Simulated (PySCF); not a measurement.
**Run report: SnHSF$_{2}$, geometry relaxation (part 1 of 2)**

The run: geometry relaxation of SnHSF$_{2}$, multiplicity 2, SMILES [F][Sn]([F])[SH]. Method and program: HSE06/LANL2DZ, UKS, dispersion D3(0), core potentials lanl2dz (PySCF 2.14.0).

The geometry: force field.

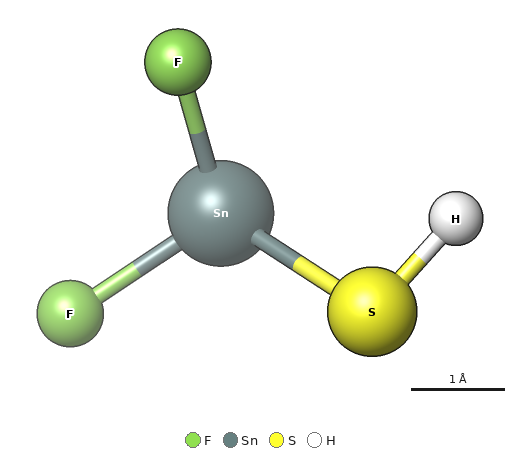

The input geometry (ball-and-stick view, seen at an oblique angle). Sticks mark near contacts.

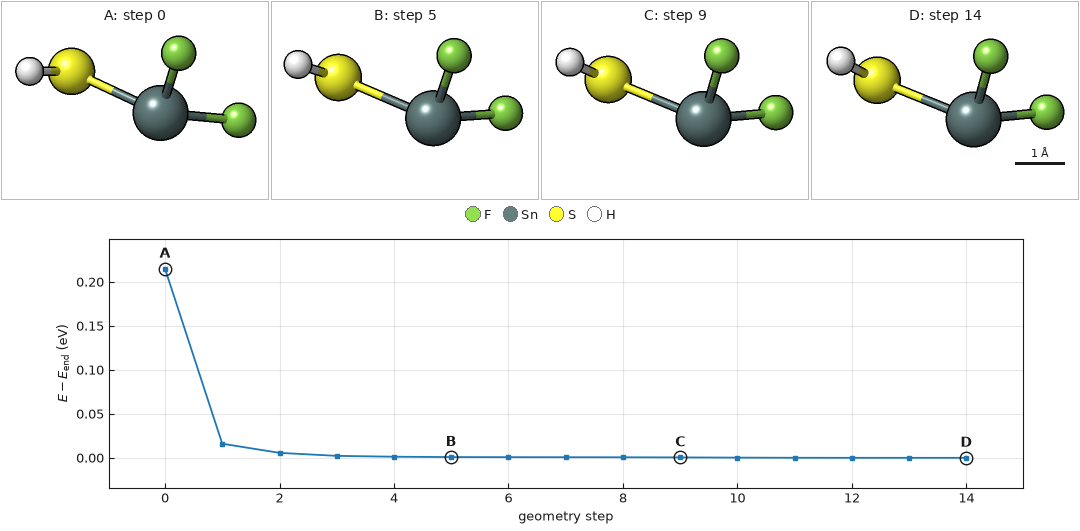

Frames of the relaxation (ball-and-stick view, seen at an oblique angle) above the curves, on which the letters mark them (steps are counted from 0).

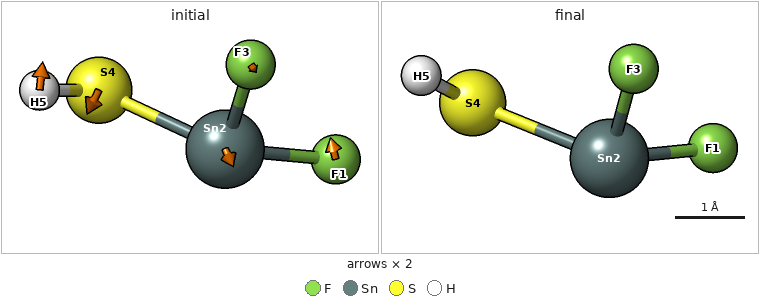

Before (left) and after (right) the relaxation, at one scale (ball-and-stick view, seen at an oblique angle). The orange arrows give the displacements, magnified 2 times. The largest moves after the best rigid fit, 0.22 Å, are those of S4 and H5. Largest moves by element: H 0.22 Å, S 0.21 Å, F 0.17 Å, Sn 0.16 Å. Among the contacts that change: Sn2–S4 2.369 → 2.537 Å, F1–Sn2 1.973 → 1.909 Å, S4–H5 1.363 → 1.384 Å, Sn2–F3 1.922 → 1.915 Å. Among the angles that change: F1–Sn2–S4 112.0° → 106.2°, F1–Sn2–F3 108.1° → 103.2°. Over 14 geometry steps the energy falls by 0.215 eV. The largest force component goes from 1.9 to 0.0036 eV/Å. (Atoms are counted from 1 in the order of the input.)

These pictures come from the run below.

## The input (run.py)
```python
from pyscf import gto, dft
from pyscf.geomopt.geometric_solver import kernel as optimise

molecule = gto.M(
    atom=[
    ('F', (-0.183600, -1.764700, 1.653000)),
    ('Sn', (0.246600, -0.068300, 0.742900)),
    ('F', (1.975300, -0.252600, -0.076000)),
    ('S', (-1.300500, 0.431500, -0.979700)),
    ('H', (-0.688000, 1.580400, -1.381600)),
],
    verbose=3,
    max_memory=1860,
    basis='lanl2dz',
    spin=1,
    charge=0,
    ecp={'Sn': 'lanl2dz', 'S': 'lanl2dz'},
)

myscf = dft.UKS(molecule, xc='hse06')
myscf.disp = 'd3zero'
converged, mol_eq = optimise(myscf, maxsteps=100)
print('converged:', converged)
print(mol_eq.tostring())

myscf.reset(mol_eq)
molecule = mol_eq
myscf.kernel()
if not myscf.converged:
    myscf = myscf.newton().run(myscf.mo_coeff, myscf.mo_occ)
e_tot = myscf.e_tot
print('Final energy', e_tot)
```

Launch command:
```bash
OMP_NUM_THREADS=1 python run.py
```

## Output
```
#|     Arguments passed to driver run_optimizer():      |#
customengine              <pyscf.geomopt.geometric_solver.PySCFEngine object>
maxiter                   100
----------------------------------------------------------
Custom engine selected.
Bonds will be generated from interatomic distances less than 1.20 times sum of covalent radii
15 internal coordinates being used (instead of 15 Cartesians)
Internal coordinate system (atoms numbered from 1):
Distance 1-2
Distance 2-3
Distance 2-4
Distance 4-5
Angle 1-2-3
Angle 1-2-4
Angle 3-2-4
Angle 2-4-5
Dihedral 1-2-4-5
Dihedral 3-2-4-5
Translation-X 1-5
Translation-Y 1-5
Translation-Z 1-5
Rotation-A 1-5
Rotation-B 1-5
Rotation-C 1-5
<class 'geometric.internal.Distance'> : 4
<class 'geometric.internal.Angle'> : 4
<class 'geometric.internal.Dihedral'> : 2
<class 'geometric.internal.TranslationX'> : 1
<class 'geometric.internal.TranslationY'> : 1
<class 'geometric.internal.TranslationZ'> : 1
<class 'geometric.internal.RotationA'> : 1
<class 'geometric.internal.RotationB'> : 1
<class 'geometric.internal.RotationC'> : 1
> ===== Optimization Info: ====
> Job type: Energy minimization
> Maximum number of optimization cycles: 100
> Initial / maximum trust radius (Angstrom): 0.100 / 0.300
> Convergence Criteria:
> Will converge when all 5 criteria are reached:
>  |Delta-E| < 1.00e-06
>  RMS-Grad  < 3.00e-04
>  Max-Grad  < 4.50e-04
>  RMS-Disp  < 1.20e-03
>  Max-Disp  < 1.80e-03
> === End Optimization Info ===

Geometry optimization cycle 1
Cartesian coordinates (Angstrom)
 Atom        New coordinates             dX        dY        dZ
   F  -0.183600  -1.764700   1.653000    0.000000  0.000000  0.000000
  Sn   0.246600  -0.068300   0.742900    0.000000  0.000000  0.000000
   F   1.975300  -0.252600  -0.076000    0.000000  0.000000  0.000000
   S  -1.300500   0.431500  -0.979700    0.000000  0.000000  0.000000
   H  -0.688000   1.580400  -1.381600    0.000000  0.000000  0.000000

WARN: Mole.unit (angstrom) is changed to Bohr

WARN: HOMO -0.0226354018313177 >= LUMO -0.022635401831316

converged SCF energy = -213.677710207614  <S^2> = 0.75445113  2S+1 = 2.0044462
--------------- UKS_Scanner gradients ---------------
         x                y                z
0 F    -0.0042780358    -0.0160846502     0.0137925303
1 Sn    -0.0200051705     0.0174270143    -0.0370786973
2 F     0.0017294639     0.0024972842    -0.0006829638
3 S     0.0266043634     0.0029499202     0.0205319896
4 H    -0.0042594594    -0.0068856170     0.0035230271
----------------------------------------------
cycle 1: E = -213.677710208  dE = -213.678  norm(grad) = 0.0614142
Step    0 : Gradient = 2.747e-02/4.559e-02 (rms/max) Energy = -213.6777102076
Hessian Eigenvalues: 2.30000e-02 5.00000e-02 5.00000e-02 ... 2.46943e-01 2.50000e-01 2.50000e-01

Geometry optimization cycle 2
Cartesian coordinates (Angstrom)
 Atom        New coordinates             dX        dY        dZ
   F  -0.146220  -1.751822   1.577964    0.037380  0.012878 -0.075036
  Sn   0.293093  -0.054445   0.836813    0.046493  0.013855  0.093913
   F   1.985655  -0.302481  -0.028347    0.010355 -0.049881  0.047653
   S  -1.357306   0.454988  -0.983060   -0.056806  0.023488 -0.003360
   H  -0.714371   1.585143  -1.449314   -0.026371  0.004743 -0.067714
converged SCF energy = -213.685019122281  <S^2> = 0.75634481  2S+1 = 2.0063348
--------------- UKS_Scanner gradients ---------------
         x                y                z
0 F     0.0001886866     0.0025347661     0.0008690077
1 Sn    -0.0037757183    -0.0040466312    -0.0020424251
2 F     0.0000914891     0.0013318126    -0.0011583499
3 S     0.0041551530     0.0004362824     0.0017304942
4 H    -0.0007983046    -0.0001147014     0.0004757020
----------------------------------------------
cycle 2: E = -213.685019122  dE = -0.00730891  norm(grad) = 0.00815288
Step    1 : Displace = 8.036e-02/1.054e-01 (rms/max) Trust = 1.000e-01 (=) Grad = 3.646e-03/5.899e-03 (rms/max) E (change) = -213.6850191223 (-7.309e-03) Quality = 1.060
Hessian Eigenvalues: 2.26538e-02 4.99921e-02 5.00000e-02 ... 2.43675e-01 2.48689e-01 2.53190e-01

Geometry optimization cycle 3
Cartesian coordinates (Angstrom)
 Atom        New coordinates             dX        dY        dZ
   F  -0.139270  -1.758097   1.551199    0.006950 -0.006275 -0.026765
  Sn   0.306350  -0.036520   0.857646    0.013257  0.017924  0.020834
   F   1.990596  -0.314405  -0.011080    0.004941 -0.011923  0.017267
   S  -1.377347   0.465588  -0.964471   -0.020041  0.010601  0.018590
   H  -0.710943   1.566562  -1.471916    0.003428 -0.018581 -0.022602
converged SCF energy = -213.685401189177  <S^2> = 0.75683684  2S+1 = 2.0068252
--------------- UKS_Scanner gradients ---------------
         x                y                z
0 F    -0.0000363182     0.0002401724     0.0007005662
1 Sn    -0.0006876788    -0.0006931356     0.0000185230
2 F    -0.0002878914     0.0005187806    -0.0008543887
3 S     0.0011405756    -0.0001770115    -0.0002954350
4 H    -0.0001422496     0.0003394023     0.0003392111
----------------------------------------------
cycle 3: E = -213.685401189  dE = -0.000382067  norm(grad) = 0.00206288
Step    2 : Displace = 2.786e-02/3.088e-02 (rms/max) Trust = 1.414e-01 (+) Grad = 9.225e-04/1.191e-03 (rms/max) E (change) = -213.6854011892 (-3.821e-04) Quality = 1.355
Hessian Eigenvalues: 1.78557e-02 4.96010e-02 5.00000e-02 ... 2.18988e-01 2.47779e-01 2.53161e-01

Geometry optimization cycle 4
Cartesian coordinates (Angstrom)
 Atom        New coordinates             dX        dY        dZ
   F  -0.139604  -1.763943   1.523787   -0.000334 -0.005846 -0.027413
  Sn   0.315926  -0.029991   0.869993    0.009576  0.006529  0.012347
   F   2.000869  -0.326917   0.010528    0.010272 -0.012513  0.021608
   S  -1.397471   0.480521  -0.938377   -0.020124  0.014933  0.026093
   H  -0.707263   1.542781  -1.495470    0.003680 -0.023781 -0.023554
converged SCF energy = -213.685526309141  <S^2> = 0.75710131  2S+1 = 2.0070887
--------------- UKS_Scanner gradients ---------------
         x                y                z
0 F     0.0001964113     0.0001300489     0.0000575953
1 Sn     0.0005640579    -0.0000014010     0.0011127626
2 F    -0.0003281271     0.0000028316    -0.0003848442
3 S    -0.0004194965    -0.0002185009    -0.0010189563
4 H     0.0000757130     0.0003047422     0.0002046931
----------------------------------------------
cycle 4: E = -213.685526309  dE = -0.00012512  norm(grad) = 0.00180928
Step    3 : Displace = 2.867e-02/3.685e-02 (rms/max) Trust = 2.000e-01 (+) Grad = 8.091e-04/1.248e-03 (rms/max) E (change) = -213.6855263091 (-1.251e-04) Quality = 1.214
Hessian Eigenvalues: 1.26887e-02 4.87867e-02 5.00000e-02 ... 1.90222e-01 2.47506e-01 2.51515e-01

Geometry optimization cycle 5
Cartesian coordinates (Angstrom)
 Atom        New coordinates             dX        dY        dZ
   F  -0.147231  -1.770438   1.509036   -0.007627 -0.006495 -0.014750
  Sn   0.318451  -0.032175   0.872530    0.002524 -0.002184  0.002537
   F   2.008007  -0.333998   0.023493    0.007139 -0.007081  0.012965
   S  -1.408267   0.492189  -0.919852   -0.010796  0.011667  0.018526
   H  -0.703376   1.526261  -1.510152    0.003886 -0.016520 -0.014682
converged SCF energy = -213.685562153651  <S^2> = 0.75711993  2S+1 = 2.0071073
--------------- UKS_Scanner gradients ---------------
         x                y                z
0 F     0.0001772880    -0.0001195385    -0.0000111317
1 Sn     0.0006541990     0.0003538041     0.0008040066
2 F    -0.0001206457    -0.0001207886    -0.0000913707
3 S    -0.0006255438    -0.0000888360    -0.0007981202
4 H     0.0000372987     0.0001590321     0.0001122700
----------------------------------------------
cycle 5: E = -213.685562154  dE = -3.58445e-05  norm(grad) = 0.00153571
Step    4 : Displace = 1.752e-02/2.496e-02 (rms/max) Trust = 2.828e-01 (+) Grad = 6.868e-04/1.095e-03 (rms/max) E (change) = -213.6855621537 (-3.584e-05) Quality = 1.238
Hessian Eigenvalues: 8.93094e-03 4.68974e-02 4.99988e-02 ... 1.84854e-01 2.47049e-01 2.52457e-01

Geometry optimization cycle 6
Cartesian coordinates (Angstrom)
 Atom        New coordinates             dX        dY        dZ
   F  -0.159764  -1.777638   1.497984   -0.012533 -0.007200 -0.011053
  Sn   0.316609  -0.038562   0.872278   -0.001842 -0.006387 -0.000252
   F   2.010596  -0.339863   0.031443    0.002589 -0.005865  0.007950
   S  -1.414472   0.502069  -0.905172   -0.006205  0.009880  0.014680
   H  -0.696827   1.512104  -1.520544    0.006549 -0.014157 -0.010392
converged SCF energy = -213.685577319081  <S^2> = 0.75703208  2S+1 = 2.0070198
--------------- UKS_Scanner gradients ---------------
         x                y                z
0 F     0.0001506816    -0.0000424403    -0.0000254766
1 Sn     0.0003052545     0.0002494870     0.0001456320
2 F     0.0000486243    -0.0000783529     0.0001329560
3 S    -0.0003320186    -0.0000130638    -0.0002411694
4 H    -0.0000443253     0.0000351393     0.0000388030
----------------------------------------------
cycle 6: E = -213.685577319  dE = -1.51654e-05  norm(grad) = 0.000633438
Step    5 : Displace = 1.321e-02/1.963e-02 (rms/max) Trust = 3.000e-01 (+) Grad = 2.833e-04/4.203e-04 (rms/max) E (change) = -213.6855773191 (-1.517e-05) Quality = 0.946
Hessian Eigenvalues: 7.46991e-03 4.23077e-02 4.98986e-02 ... 1.96906e-01 2.46934e-01 2.58451e-01

Geometry optimization cycle 7
Cartesian coordinates (Angstrom)
 Atom        New coordinates             dX        dY        dZ
   F  -0.170580  -1.783375   1.493065   -0.010816 -0.005737 -0.004918
  Sn   0.312389  -0.044515   0.872051   -0.004219 -0.005953 -0.000228
   F   2.007396  -0.343794   0.032215   -0.003200 -0.003931  0.000772
   S  -1.415434   0.506624  -0.900385   -0.000962  0.004555  0.004787
   H  -0.689846   1.505611  -1.524142    0.006981 -0.006493 -0.003598
converged SCF energy = -213.685580801038  <S^2> = 0.756957  2S+1 = 2.0069449
--------------- UKS_Scanner gradients ---------------
         x                y                z
0 F     0.0001072066     0.0000151988     0.0000117025
1 Sn     0.0000173513     0.0001581611    -0.0002399041
2 F     0.0001098041    -0.0000029289     0.0001709886
3 S    -0.0000245810    -0.0000309254     0.0001118715
4 H    -0.0000853198    -0.0000018601     0.0000118643
----------------------------------------------
cycle 7: E = -213.685580801  dE = -3.48196e-06  norm(grad) = 0.000396905
Step    6 : Displace = 5.624e-03/7.829e-03 (rms/max) Trust = 3.000e-01 (=) Grad = 1.775e-04/2.879e-04 (rms/max) E (change) = -213.6855808010 (-3.482e-06) Quality = 0.685
Hessian Eigenvalues: 5.04787e-03 2.86267e-02 4.95694e-02 ... 2.05592e-01 2.46648e-01 2.53606e-01

Geometry optimization cycle 8
Cartesian coordinates (Angstrom)
 Atom        New coordinates             dX        dY        dZ
   F  -0.190244  -1.794173   1.484895   -0.019664 -0.010798 -0.008170
  Sn   0.303439  -0.055166   0.873054   -0.008951 -0.010652  0.001003
   F   1.997951  -0.352290   0.031132   -0.009444 -0.008496 -0.001082
   S  -1.415787   0.513626  -0.896797   -0.000353  0.007003  0.003588
   H  -0.675885   1.496700  -1.528752    0.013961 -0.008911 -0.004610
converged SCF energy = -213.685583290595  <S^2> = 0.75687587  2S+1 = 2.0068641
--------------- UKS_Scanner gradients ---------------
         x                y                z
0 F     0.0000352904     0.0000835023     0.0000359261
1 Sn    -0.0002630803     0.0000532965    -0.0005516063
2 F     0.0001414882     0.0000966085     0.0001524225
3 S     0.0003204200    -0.0000937770     0.0004573506
4 H    -0.0001195729    -0.0000288650    -0.0000126745
----------------------------------------------
cycle 8: E = -213.685583291  dE = -2.48956e-06  norm(grad) = 0.000879965
Step    7 : Displace = 8.296e-03/1.196e-02 (rms/max) Trust = 3.000e-01 (=) Grad = 3.935e-04/6.135e-04 (rms/max) E (change) = -213.6855832906 (-2.490e-06) Quality = 0.393
Hessian Eigenvalues: 2.92684e-03 2.14894e-02 4.94702e-02 ... 2.07188e-01 2.47627e-01 2.48557e-01
```
